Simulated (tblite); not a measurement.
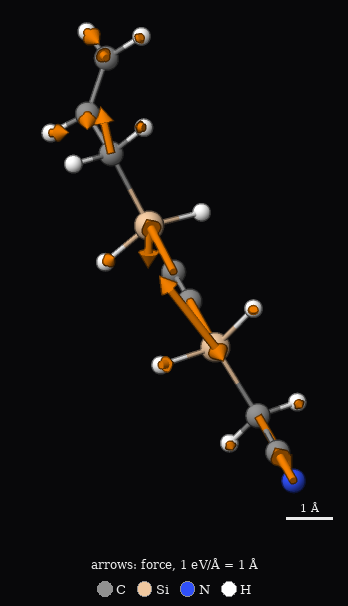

Starting geometry of C$_{7}$H$_{11}$NSi$_{2}$ with the computed forces as orange arrows. Style: ball-and-stick. Shown from a free direction.

These are results of GFN2-xTB geometry optimisation, gas phase in tblite, not measurements. 

Question: Is this structure relaxed? If not, where do the atoms go?

Answer: It isn't relaxed: the largest force vector, on a C atom, is 2.28 eV/Å. The final displacements have little in common with the starting forces (cosine between the two patterns 0.13). An H atom moves most after the best rigid fit: 0.31 Å. By element the largest moves are H 0.31 Å, N 0.20 Å, C 0.19 Å, Si 0.16 Å. Near-neighbour distances that change, for instance: C–Si 1.856 → 1.925 Å, C–Si 1.877 → 1.914 Å, C–Si 1.886 → 1.849 Å, C–C 1.459 → 1.426 Å. Among the angles between lasting bonds that change: C–Si–C 111.5° → 104.6°, C–Si–C 111.1° → 106.2°, H–Si–H 107.7° → 112.6°. The energy falls by 0.221 eV in 90 geometry steps. Cost: 1.6 s on 1 thread of Arm Neoverse N1, with other jobs on the host.
